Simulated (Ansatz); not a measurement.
# Cl2H2O2Sn: what the fields show

```xyz
7

Sn   -0.0641    0.0088    0.0177
Cl   -0.0495    0.0638    2.3759
Cl    2.1528   -0.0873   -0.7373
O    -0.8677    1.6357   -0.7874
H    -1.8420    1.5327   -0.7822
O    -1.1573   -1.5494   -0.5744
H    -1.0047   -2.3007    0.0345
```

Core potentials replace the inner electrons of Sn.

Level of theory: RKS PBE-D4/def2-SVP (Ansatz).

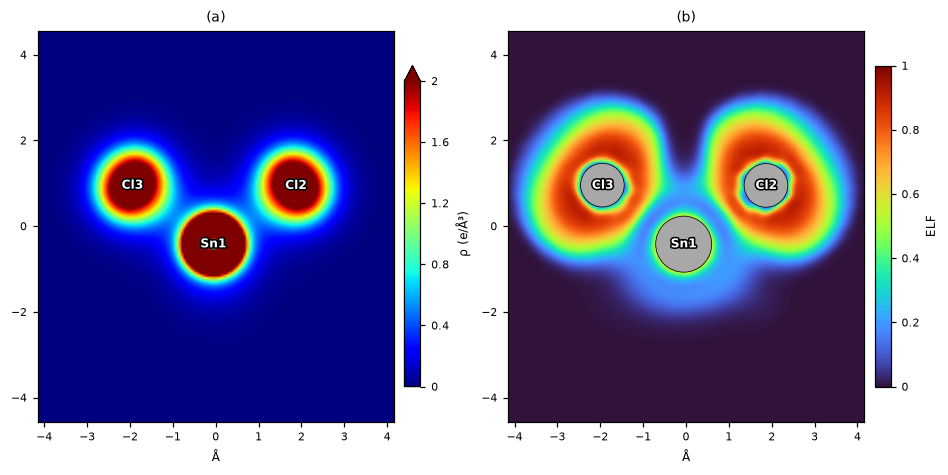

Figure 1. (a) electron density; (b) electron localisation function on the plane of atoms Cl2, Sn1 and Cl3. Grey discs cover the atomic cores in the ELF map.

> What do the fields say about this system?

The plane passes through Sn and Cl nuclei. Sn–Cl (2.34 Å): the density is about 0.54 e/Å³ at the midpoint; the ELF peaks at about 0.80 in the valence shell of Cl, 0.8 Å from its nucleus, and drops to about 0.15 between the two atoms. The ELF also peaks beside Cl3 and Cl2, away from the bonds: lone-pair regions.

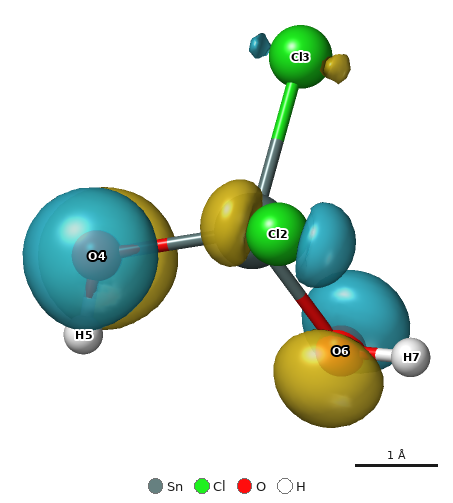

Figure 2. The HOMO at ±0.15 Å⁻³ᐟ² (yellow and cyan are the two phases), seen at a tilt.

> What is the character of this orbital?

It lies mainly on O4 (about 55 %), O6 (about 20 %), Cl2 (about 10 %) and Sn1 (about 5 %). Its energy is −7.48 eV.

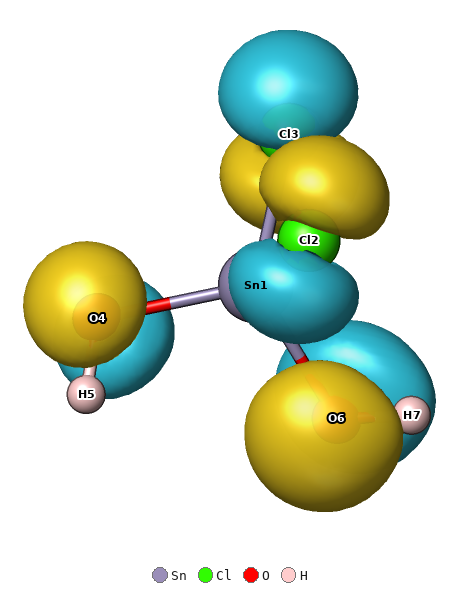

Figure 3. The HOMO−1 at ±0.1 Å⁻³ᐟ² (yellow and cyan are the two phases), seen across its widest extent.

> Where does this orbital lie, and at what energy?

It lies mainly on O6 (about 45 %), O4 (about 15 %), Cl3 (about 15 %) and Cl2 (about 15 %); largely a combination of lone pairs on O6, O4, Cl3 and Cl2. Its energy is −7.51 eV.
